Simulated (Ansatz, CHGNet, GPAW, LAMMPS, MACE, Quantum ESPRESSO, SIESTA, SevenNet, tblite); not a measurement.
**Other levels on 48Ga2O3-52ZnO (mol %) with crystalline order left by the classical run (93 atoms)**

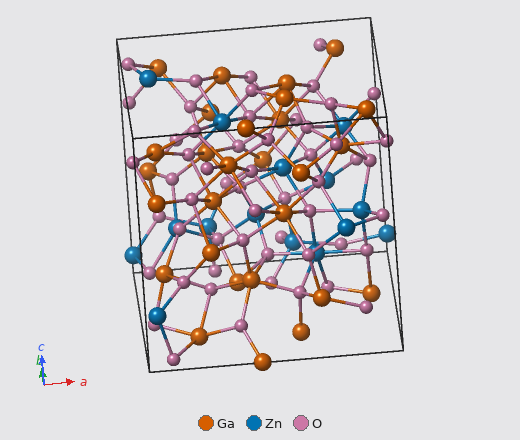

The cell (gallium orange, zinc blue, oxygen pink). Some periodic images of atoms are drawn too.

Density of this cell: 5.82 g/cm³. The cell holds 93 atoms: 26 Ga, 14 Zn and 53 O. Its edges and angles: a = 10.069 Å, b = 10.069 Å, c = 10.069 Å, α = 90.0°, β = 90.0°, γ = 90.0°. 93 atoms (26 Fe, 14 Zn, 53 O) placed at random at 4.69 g/cm³, melted at 5000 K for 10 ps at fixed volume with the Morse and Coulomb pair potential with partial charges (Pedone, Malavasi, Menziani, Cormack and Segre, J. Phys. Chem. B 110, 11780 (2006)). Quenched from 5000 K to 300 K at 20 K/ps and fixed volume, held 10 ps at zero pressure, then minimised at fixed cell. Then Fe was replaced by Ga and the cell scaled by 1.005 (the potential has no terms for the new elements, so the cell is a start for a DFT relaxation).

Geometry: as built.

The reference, a calculation:

| Quantity | Value |
| --- | --- |
| method | Kohn-Sham DFT, PBE, SSSP efficiency 1.3.0 pseudopotentials, plane waves (Quantum ESPRESSO 7.5); sssp-pbe-1.3.0-efficiency, cutoffs 60/480 Ry, Γ point |
| r.m.s. force component | 0.3637 eV/Å |
| longest force | 1.364 eV/Å |
| pressure | 4.026 GPa |
| gap (highest filled to lowest empty level) | 0.8235 eV |
| time | 8.5 min on 4 MPI ranks of Arm Neoverse V2, shared host |
| CPU time | 34 min |

Runs, in no order:
A. GPAW PBE, LCAO dzp, h 0.18 Å, other mixer settings: Kohn-Sham DFT, PBE, PAW, atomic orbitals (dzp)
B. SevenNet l3i5 potential: machine-learned interatomic potential SevenNet l3i5, trained on PBE(+U) plane-wave data
C. SIESTA PBE, DZP, shift 0.01 Ry, mesh 500 Ry: Kohn-Sham DFT, PBE, PseudoDojo 0.4.1 norm-conserving pseudopotentials (converted to PSML), numerical atomic orbitals (DZP), diagonalisation
D. SIESTA PBE, SZ, shift 0.02 Ry, mesh 500 Ry: Kohn-Sham DFT, PBE, PseudoDojo 0.4.1 norm-conserving pseudopotentials (converted to PSML), numerical atomic orbitals (SZ), diagonalisation

Q: Order them from the smallest to the largest r.m.s. force difference.

B, C, A, D.

```
                                                  run  Δ force, r.m.s. (meV/Å)  share of r.m.s. force (%)  CPU time
                           B. SevenNet l3i5 potential                     54.1                       14.9      12 s
       C. SIESTA PBE, DZP, shift 0.01 Ry, mesh 500 Ry                      107                       29.3    11 min
A. GPAW PBE, LCAO dzp, h 0.18 Å, other mixer settings                      331                       91.0     7 min
        D. SIESTA PBE, SZ, shift 0.02 Ry, mesh 500 Ry                      496                        136   1.9 min
```

Machine-learned potentials mimic data converged in k, so the reference's own k-point error enters their differences. The network of bonds at the start is that of the classical potential that made the cell, and needn't be the one that DFT or experiment would give. The electronic-structure runs sample only Γ, in a cell whose shortest periodic width is 10 Å.

[Logs are printed without paths, hosts, clocks, repeated set-up lines and the standing remarks that a program may print on its own settings, such as how far it seeks lower states.]

[Hosts, paths, dates, database ids (printed as entryN), source tags and the programs' standing remarks are cut or masked in the printed files.]
